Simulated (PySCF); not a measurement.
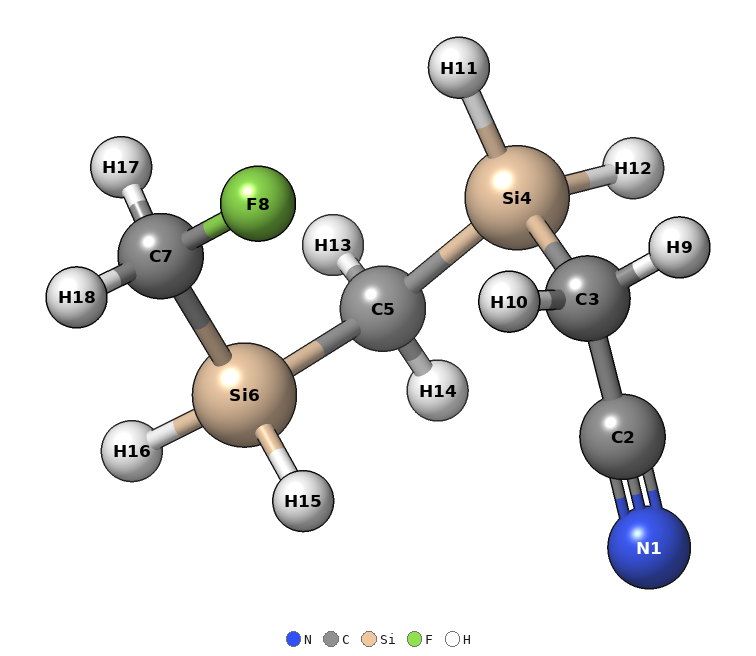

Computed geometry: GFN2-xTB optimisation. No frequency run is at hand to confirm it as a minimum. Electric field gradients from the ground-state density, PBE0/pcSseg-1 (PySCF 2.14.0), non-relativistic apart from any core potentials.

Give the largest field-gradient component, the quadrupole coupling constant and the asymmetry for 14N at N1 (Q = 20.44 mb).

```csv
atom,V_zz (a.u.),e²qQ/h (MHz),η
N1,−0.928,−4.46,0.10
```

The geometry is semi-empirical. Around Si such bond lengths and angles can be off by a tenth of an ångström or more and by several degrees, and values that hang on the shape move with them.
